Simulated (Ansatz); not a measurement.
```sh
ansatz run in.yaml --threads 2 --pin off --events-out ev --progress --plain --max-ram 4352MiB
```

```yaml
crystal:
  periodic: [false, false, false]
  atoms:
    - {symbol: C, position_ang: [-1.653734, 0.176252, -0.815616]}
    - {symbol: Si, position_ang: [-0.018880, 0.746655, -0.524920]}
    - {symbol: C, position_ang: [0.676099, -0.605256, 0.706252]}
    - {symbol: H, position_ang: [-2.341279, 0.710594, -1.474515]}
    - {symbol: H, position_ang: [-2.091909, -0.725609, -0.374117]}
    - {symbol: H, position_ang: [0.988229, -0.141652, 1.651172]}
    - {symbol: H, position_ang: [1.570538, -1.085149, 0.288123]}
    - {symbol: H, position_ang: [-0.064490, -1.384522, 0.929504]}
basis:
  gaussian: {orbitals: "def2-TZVPPD.json"}
total_charge: -1
hamiltonian: {xc: r2scan, dispersion: d4}
```

What structure does this define?

The species is C₂H₅Si⁻. The point group is Cs. Coordination: 1 C trigonal planar; 1 Si bent; 1 C tetrahedral.

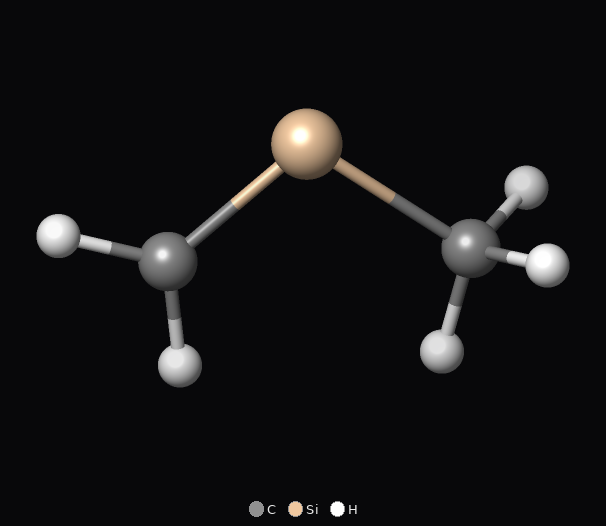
